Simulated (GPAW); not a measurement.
# Sn: optical spectrum from first principles

Aim: the dielectric function of Sn, and the optical constants that follow from it. The cell comes from an older database entry, whose edges can differ from later determinations, mostly by under a per cent.

Calculated with GPAW 26.7.0; DFT, PBE, plane-wave PAW (GPAW data sets), scalar-relativistic, RPA, optical limit.

The database entry behind the starting cell differs from later determinations by our own check (about 0.15 % long, nanocrystals), so it need not match the best structure at ambient conditions.

### 1. The starting structure

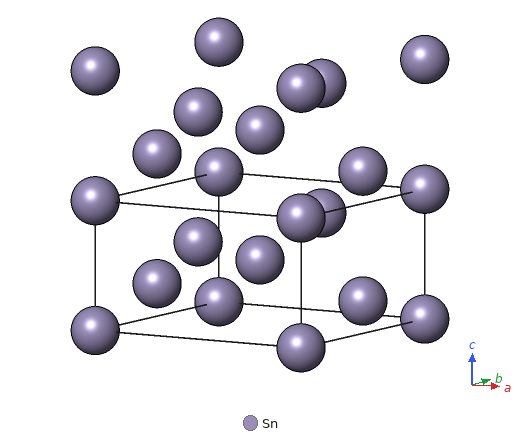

The cell as given, from a free direction (tin purple). 1×1×2 cells are drawn. This picture shows the conventional cell, with its axes. Some periodic images of atoms are drawn too.

As a file:

```
Sn
1.0
    -2.91964    2.91964    1.59380
     2.91964   -2.91964    1.59380
     2.91964    2.91964   -1.59380
Sn
2
Cartesian
  0.0000 2.9196 0.7969
  0.0000 0.0000 0.0000
```

### 2. Bands for the response

The response needs many more empty bands than the density does.

This step: DFT, PBE, plane-wave PAW (GPAW data sets), scalar-relativistic, bands at fixed density (GPAW 26.7.0).

nscf.py reads:

```python
from ase.dft.bandgap import bandgap
from gpaw import GPAW, FermiDirac

calc = GPAW('gs.gpw').fixed_density(kpts={'size': (15, 15, 15), 'gamma': True}, nbands=61, convergence={'bands': 55},
                                    occupations=FermiDirac(0.05), txt='nscf.txt')
print('gap (eV)', bandgap(calc, output=None)[0])
print('direct gap (eV)', bandgap(calc, direct=True, output=None)[0])
print('top band over the Fermi level (eV)', min(calc.get_eigenvalues(kpt=k)[54] for k in range(len(calc.get_ibz_k_points()))) - calc.get_fermi_level())
calc.write('full.gpw', mode='all')
```

Launch:

```
> OMP_NUM_THREADS=1 python nscf.py
```

Numbers of over 12 decimals in the logs are rounded to 6 here.

The log of the run:

```text
Diagonalizing LCAO Hamiltonian
Converting LCAO to pw mode
convergence criteria:
- Maximum integral of absolute [eigenst]ate change: 4e-08 eV^2 / valence electron
maximum number of iterations: 150

SCF iterations
|iter     |      energy | eigst |  dens |
|iter:   1||             | +3.74 |       |
|iter:   2||             | +2.45 |       |
|iter:   3||             | +1.33 |       |
|iter:   4||             | +0.06 |       |
|iter:   5||             | -0.85 |       |
|iter:   6||             | -1.82 |       |
|iter:   7||             | -2.56 |       |
|iter:   8||             | -3.46 |       |
|iter:   9||             | -4.14 |       |
|iter:  10||             | -4.96 |       |
|iter:  11||             | -5.57 |       |
|iter:  12||             | -6.27 |       |
|iter:  13||             | -6.78 |       |
|iter:  14||             | -7.18 |       |
|iter:  15||             | -7.49c|       |
SCF steps: 15
  __  _  _
 | _ |_)|_||  |
 |__||  | ||/\| - 26.7.0

Versions:
  Python: 3.12.14
  ASE:    3.29.0
  Numpy:  2.5.5
  Scipy:  1.18.1
  Libxc:  7.0.0

Input parameters:
  mode=PW(ecut=500.0),
  convergence={'bands': 55},
  gpts=array([24, 24, 24]),
  kpts=MonkhorstPack(size=(15, 15, 15), gamma=True),
  maxiter=150,
  nbands=61,
  occupations=Occupations(name='fermi-dirac', width=0.05, fixmagmom=False),
  parallel={},
  xc=XC(name='PBE')

--- standard output ---
gap (eV) 0.0
direct gap (eV) 0.0
top band over the Fermi level (eV) 37.475738
```

The job ended after 13 min (1 thread of Arm Neoverse V1, shared host; peak memory 0.61 GiB).

### 3. Dielectric function, RPA

Local fields let the induced charge screen the field inside the cell, which as a rule lowers ε, most along directions where the density is uneven.

This step: DFT, PBE, plane-wave PAW (GPAW data sets), scalar-relativistic, RPA, optical limit (GPAW 26.7.0).

df.py reads:

```python
from gpaw.response.df import DielectricFunction

df = DielectricFunction('full.gpw', frequencies={'type': 'nonlinear', 'domega0': 0.03, 'omega2': 8},
                        ecut=50,
                        eta=0.15,
                        nbands=55,
                        rate=0.05,
                        txt='df.txt')
for direction in ['x', 'z']:
    df.get_dielectric_function(xc='RPA', direction=direction, filename=f'df_{direction}.csv')
```

Launch:

```
> OMP_NUM_THREADS=1 python df.py
```

The log of the run:

```text
Using integrator: PointIntegrator
NonLinearFrequencyDescriptor(from 0.000 to 65.392 eV, 498 points)
Nonperiodic BCs:  [False False False]
Using integrator: PointIntegrator
NonLinearFrequencyDescriptor(from 0.000 to 65.392 eV, 498 points)
Nonperiodic BCs:  [False False False]
Using integrator: PointIntegrator

Calculating chi0 body with:
    Ground state adapter containing:
    Number of spins: 1
    Number of kpoints: 3375
    Number of irreducible kpoints: 288
    Number of completely occupied states: 12
    Number of partially occupied states: 16

    Linear response parametrization:
    q_c: [0.0, 0.0, 0.0]
    Number of frequency points: 498
    Planewave cutoff: 50.0
    Number of bands: 55
    Number of planewaves: 45
    Broadening (eta): 0.15

Integrating chi0 body.

Symmetries of q_c:
    Direct symmetries (Uq -> q): 8
    Indirect symmetries (TUq -> q): 8
In total 16 allowed symmetries.

288 groups of equivalent kpoints. 91.466667% reduction.

Integral kind: spectral function

Calculating chi0 optical extensions with:
    Ground state adapter containing:
    Number of spins: 1
    Number of kpoints: 3375
    Number of irreducible kpoints: 288
    Number of completely occupied states: 12
    Number of partially occupied states: 16

    Linear response parametrization:
    Number of frequency points: 498
    Planewave cutoff: 50.0
    Number of bands: 55
    Number of planewaves: 45
    Broadening (eta): 0.15
Integrating chi0 head and wings.

Symmetries of q_c:
    Direct symmetries (Uq -> q): 8
    Indirect symmetries (TUq -> q): 8
In total 16 allowed symmetries.

288 groups of equivalent kpoints. 91.466667% reduction.

Integral kind: spectral function wings

Calculating drude chi0 with:
    Number of frequency points:498
    Plasma frequency decay rate: 0.05 eV

    Ground state adapter containing:
    Number of spins: 1
    Number of kpoints: 3375
    Number of irreducible kpoints: 288
    Number of completely occupied states: 12
    Number of partially occupied states: 16

Symmetries of q_c:
    Direct symmetries (Uq -> q): 8
    Indirect symmetries (TUq -> q): 8
In total 16 allowed symmetries.

288 groups of equivalent kpoints. 91.466667% reduction.

Integral kind: intraband
Plasma frequency:
[[ 8.41-0.j  0.  +0.j  0.  +0.j]
 [ 0.  +0.j  8.41-0.j  0.  +0.j]
 [ 0.  +0.j  0.  +0.j 10.16-0.j]]
```

The job ended after 2.1 min (1 thread; peak memory 0.28 GiB).

Some rows of df_x.csv (energy; Re and Im without local fields; Re and Im with them):

```text
0.000000, 28345.810767, -0.000000, 28344.602278, -0.000000
0.460735, -270.656066, 98.376856, -272.067391, 97.975881
0.943989, -43.085755, 63.621481, -43.794756, 61.899067
1.451455, -37.575093, 41.679266, -36.996408, 40.740532
1.984998, -32.697526, 17.395706, -32.582203, 17.569616
2.546682, -18.585410, 8.880541, -18.801243, 9.031292
3.138794, -9.274225, 5.564830, -9.882041, 5.353695
3.763875, -7.679632, 6.440384, -7.917447, 5.859511
4.424758, -6.016411, 5.510348, -5.986764, 4.888394
5.124608, -5.666781, 4.231902, -5.398498, 3.837091
5.866977, -4.629848, 2.358127, -4.437004, 2.209145
6.655862, -3.333769, 1.461328, -3.227829, 1.345389
7.495775, -2.441723, 0.975064, -2.370712, 0.890322
8.391833, -1.678602, 0.768408, -1.622000, 0.665415
9.349861, -1.231724, 0.587630, -1.159719, 0.495773
10.376517, -0.830400, 0.434009, -0.763739, 0.365289
11.479449, -0.507811, 0.284597, -0.458185, 0.253467
12.667487, -0.213875, 0.214796, -0.175865, 0.198374
13.950874, 0.006532, 0.177432, 0.042740, 0.163963
```

The Im ε has structure finer than the step of the table below, so its rows give means over 1 eV, whole bins alone (the curve runs from 0.305 to 14.0 eV). Peaks (eV: height): E ∥ x 1.1: 69.4.

Sum at mesh points, not converged in k. The Im ε by photon energy; means over each step:

```
photon energy (eV)  E ∥ x  E ∥ z
                 1   57.6   63.8
                 2   20.6   28.1
                 3   6.34   12.0
                 4   5.49   6.62
                 5   3.97   3.07
                 6   2.08   1.55
                 7   1.16  0.959
                 8  0.762  0.617
                 9  0.586  0.502
                10  0.451  0.386
                11  0.335  0.341
                12  0.246  0.284
                13  0.195  0.227
```

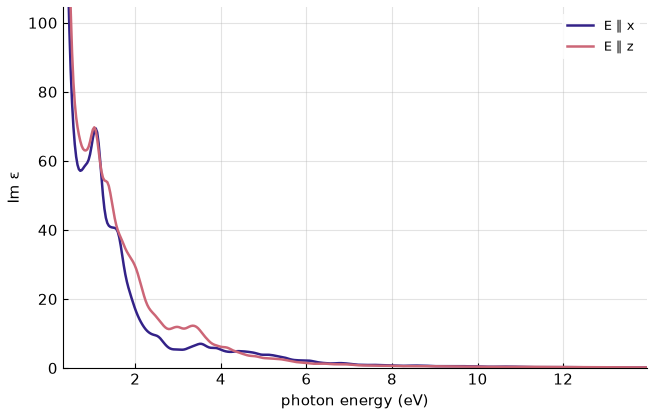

Im ε, plotted against photon energy. Below 1 eV the curve runs off the scale.

Values under 1 per cm are given as 1; sum at mesh points, not converged in k. Table of absorption coefficient by photon energy:

```
photon energy (eV)  E ∥ x (1/cm)  E ∥ z (1/cm)
              1.01         7.9e5         9.2e5
              1.99         1.2e6         1.3e6
              3.02         1.1e6         1.3e6
              3.98         1.2e6         1.5e6
              4.98         1.3e6         1.5e6
              6.02         1.3e6         1.5e6
              6.99         1.3e6         1.4e6
              8.03         1.2e6         1.3e6
              9.02         1.1e6         1.3e6
             10.03         1.0e6         1.2e6
             11.03         9.2e5         1.1e6
             12.02         7.5e5         9.9e5
             13.00         5.6e5         8.6e5
```

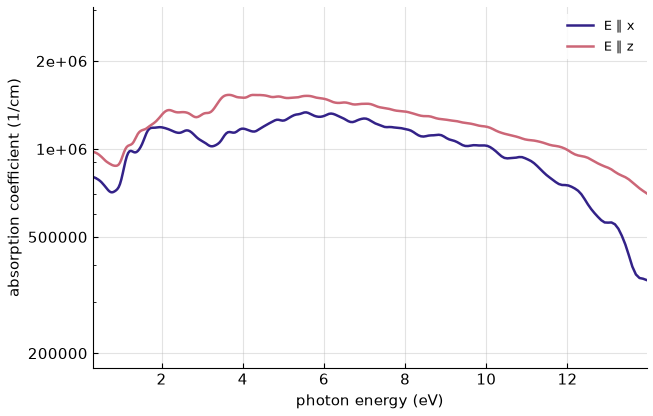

Absorption coefficient, plotted against photon energy.

Sum at mesh points, not converged in k. Table of loss function −Im 1/ε at q → 0 by energy loss; read off at these points:

```
energy loss (eV)   E ∥ x    E ∥ z
             1.0  0.0110  0.00749
             2.0  0.0129   0.0135
             3.0  0.0324   0.0282
             4.0  0.0626   0.0300
             5.0  0.0857   0.0357
             6.0  0.0944   0.0393
             7.0   0.110   0.0596
             8.0   0.163   0.0802
             9.0   0.247    0.134
            10.0   0.396    0.195
            11.0   0.637    0.373
            12.0    1.46    0.566
            13.0    3.60     1.09
            13.6    6.72     1.65
```

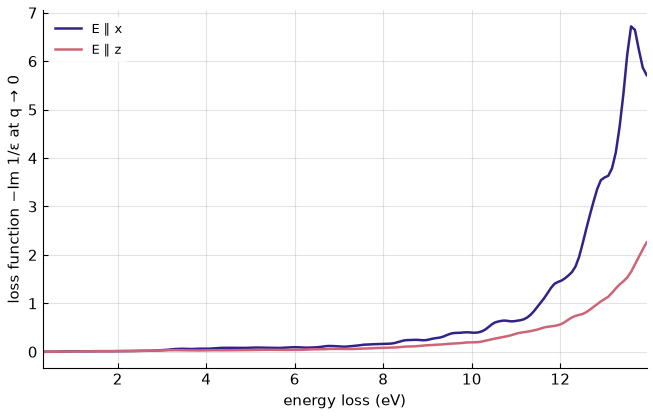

Loss function −Im 1/ε at q → 0 against energy loss.

The Im ε, E ∥ x has structure finer than the step of the table below, so its rows give means over 1 eV, whole bins alone (the curve runs from 0.305 to 14.0 eV). Peaks (eV: height): without local fields 1.1: 71.1; with local fields 1.1: 69.4.

Sum at mesh points, not converged in k. The Im ε, E ∥ x by photon energy; means over each step:

```
photon energy (eV)  without local fields  with local fields
                 1                  58.7               57.6
                 2                  20.5               20.6
                 3                  6.49               6.34
                 4                  6.06               5.49
                 5                  4.38               3.97
                 6                  2.18               2.08
                 7                  1.24               1.16
                 8                 0.842              0.762
                 9                 0.664              0.586
                10                 0.499              0.451
                11                 0.350              0.335
                12                 0.256              0.246
                13                 0.199              0.195
```

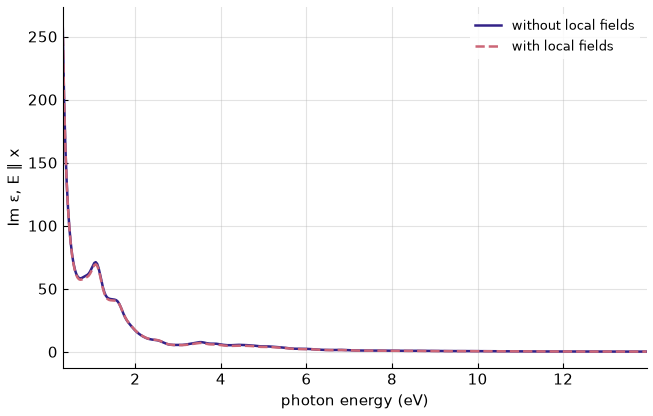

Im ε, E ∥ x, plotted against photon energy.

Sum at mesh points, not converged in k. The reflectivity at normal incidence by photon energy; read off at these points:

```
photon energy (eV)  E ∥ x (%)  E ∥ z (%)
               1.0       80.3       85.4
               2.0       85.5       82.5
               2.1       85.7       83.5
               3.0       80.1       77.3
               4.0       69.5       80.4
               5.0       66.3       82.2
               6.0       70.0       84.6
               6.1       71.0       85.0
               6.4       74.7       82.6
               7.0       72.8       82.2
               7.2       75.1       84.1
               8.0       71.6       82.0
               9.0       69.0       77.8
              10.0       64.1       75.9
              11.0       61.8       69.1
              11.3       63.9       67.9
              12.0       53.5       67.2
              13.0       42.2       61.2
```

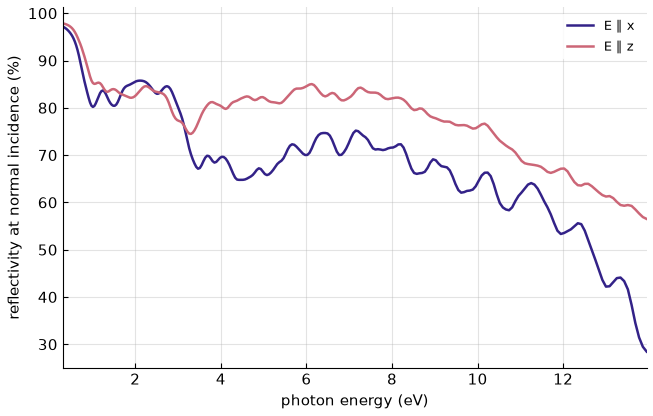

Reflectivity at normal incidence against photon energy.

At chosen wavelengths:

```
wavelength (nm)   n x    k x  R (%) x   1/α x   n z     k z  R (%) z   1/α z
           1550  3.31  8.780     86.1   14 nm  2.91  10.852     91.2   11 nm
            633  1.55  5.981     85.3  8.4 nm  2.36   6.473     82.3  7.8 nm
            450  0.76  4.062     84.5  8.8 nm  1.22   4.661     81.7  7.7 nm
            405  0.78  3.392     78.7  9.5 nm  1.37   4.269     77.1  7.5 nm
            365  1.08  3.031     68.0  9.6 nm  1.45   4.193     75.5  6.9 nm
            308  0.90  2.875     69.6  8.5 nm  0.83   3.670     80.2  6.7 nm
            248  0.78  2.469     66.3  8.0 nm  0.49   2.963     82.2  6.7 nm
```

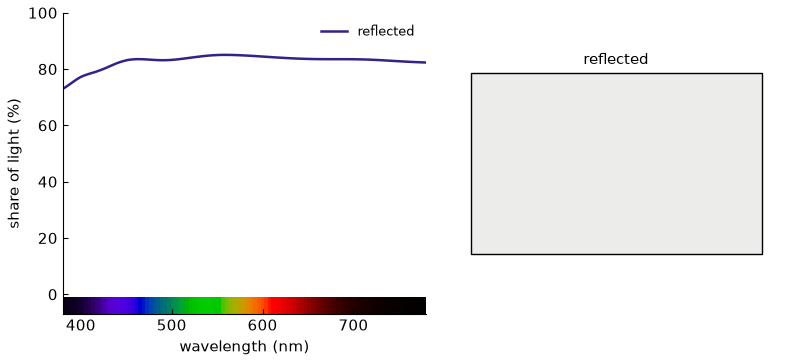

Light reflected across the visible range, with the colour that it makes of daylight (sRGB).

A polished face would reflect 84 % of daylight and look near white (CIE x = 0.314, y = 0.332 under D65).

### 4. Summary of results

**Reading.** At this level (PBE, RPA) Sn is a metal. The mesh is too coarse to trust the carriers' weight, the reflectivity or the colour to better than tens of per cent. A polished face would reflect 84 % of daylight and look near white (CIE x = 0.314, y = 0.332 under D65). The carriers' damping of 0.05 eV is typed, not computed; it shapes the response at the lowest energies. Spin-orbit coupling is left out although heavy atoms are present. GPAW's carrier term has the form −ωp²/(ω + i·rate)², which damps like twice the rate and fails at low energy, so the curves leave the lowest energies out. The sum runs over mesh points 0.15 Å⁻¹ apart with no interpolation, so peaks are partly noise of the mesh, and the Drude plasma energy, a sum over the Fermi surface, isn't converged.

[Machine, clock and banner lines and Python warnings are left out of the logs.]

[Logs are printed without paths, hosts, clocks, repeated set-up lines and the standing remarks that a program may print on its own settings, such as how far it seeks lower states.]

[Hosts, paths, dates, database ids (printed as entryN), source tags and the programs' standing remarks are cut or masked in the printed files.]
